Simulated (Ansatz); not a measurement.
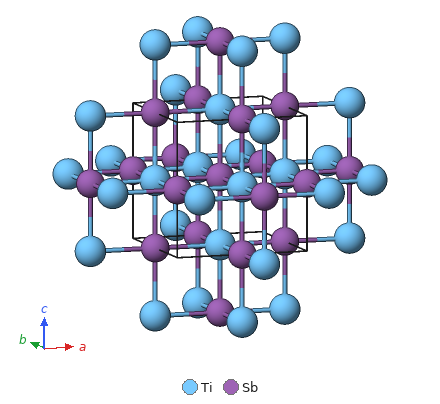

Ti3Sb4 (space group Pm-3m, No. 221). Coordinates: coordinates from a relaxation with Ansatz, DFT PBE, scalar-relativistic, plane waves, PAW; the starting structure was generated, so it need not be a known form of this composition.

Bonds are taken as Sb–Ti below 3.1 Å. The graph is simplified in the usual way: terminal and isolated atoms are pruned, two-connected atoms become edges.

What kind of net remains, and which atoms are its nodes?

A trinodal (4,6,6)-connected, three-periodic net: Sb(3d) is a 4-connected node; Ti is a 6-connected node; Sb(1b) is a 6-connected node, in the ratio 3:3:1.

Is the net interpenetrated?

It is a single net, without interpenetration.

Give the point symbol of each node (shortest cycle at each angle).

Sb(3d): 4⁴·6²; Ti: 4⁸·6⁷; Sb(1b): 4¹²·6³.
